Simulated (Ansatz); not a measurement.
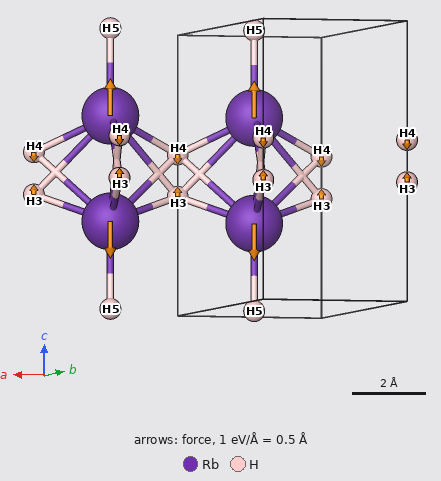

Starting geometry of solid Rb₂H₃ (a generated structure, set up in P-6m2) (coarse preliminary run) with the computed forces as orange arrows. The picture is a ball-and-stick view of the cell of the calculation, repeated 2 × 1 × 1 with one cell outlined, seen from a free direction.

Level of theory: DFT PBE, scalar-relativistic, plane waves, PAW in Ansatz.

The input:
```yaml
crystal:
  lattice:
    - [3.96707199, 0.0, 0.0]
    - [-1.98353599, 3.43558512, 0.0]
    - [0.0, 0.0, 7.77803813]
  atoms:
    - { symbol: Rb, position: [0.66666667, 0.33333333, 0.31165852] }
    - { symbol: Rb, position: [0.66666667, 0.33333333, 0.68834148] }
    - { symbol: H, position: [0.0, 0.0, 0.42461335] }
    - { symbol: H, position: [0.0, 0.0, 0.57538665] }
    - { symbol: H, position: [0.66666667, 0.33333333, 0.0] }
basis:
  ecutwfc: 420
kpoints:
  mp_grid: { grid: [6, 6, 2] }
hamiltonian:
  xc: pbe
scf:
  occupations: { method: gaussian, width: 0.1 }
  lower_state_search: "off"
output:
  forces: true
  stress: true
  eigenvalues: true
relax:
  adjacent_minimum: "off"
  f_tol: 0.04
  max_steps: 70
  cell: { stress_tol: 0.4 }
```

Run as
```bash
ansatz run input.yaml --threads 1 --pin off --max-ram 2048MiB --backend cpu --events-out ev --progress --plain --runs-dir out
```

> Is this structure relaxed? If not, where do the atoms go?

It isn't relaxed: the largest force vector, on Rb atoms, is 2.10 eV/Å. The atoms end up moving mostly along the starting forces (cosine between the two patterns 1.00). The largest moves relative to the cell, 1.69 Å, are those of Rb1 and Rb2. Rb1 goes along −c. Largest moves by element: Rb 1.69 Å, H 0.63 Å. Cell: a = b 3.967 → 5.136 Å (+29.5 %), c 7.778 → 13.424 Å (+72.6 %). Volume +189.2 %. Among the contacts that change: Rb1–Rb2 2.930 → 8.436 Å, Rb1–H3 2.453 → 4.852 Å, Rb1–H4 3.075 → 5.469 Å, H3–H4 1.173 → 0.755 Å. New bonds form: H3–H4 (1.17 → 0.75 Å). Bonds break: Rb1–H3 (2.45 → 4.85 Å), Rb2–H4 (2.45 → 4.85 Å). The space group stays P-6m2 (No. 187). The energy falls by 469 meV per atom in 21 accepted moves (26 points after the start). Largest force component: 2.1 eV/Å at the start, 0.015 eV/Å at the end. Pressure: 7.30 GPa at the start and 0.01 GPa at the end. The line search rejected the trial steps at points 3, 24 of the run. The SCF was repeated 3 times at an unchanged geometry on a basis and grid sized afresh for the cell, which shifted the energy by 37.0 meV per atom at most. The run took 33 s on 1 thread of AMD EPYC 9R45 96-Core Processor (Zen 5), on a shared host, peak memory 0.5 GiB.

Limits of the set-up: the k-point mesh is coarse for a cell with partly filled bands.
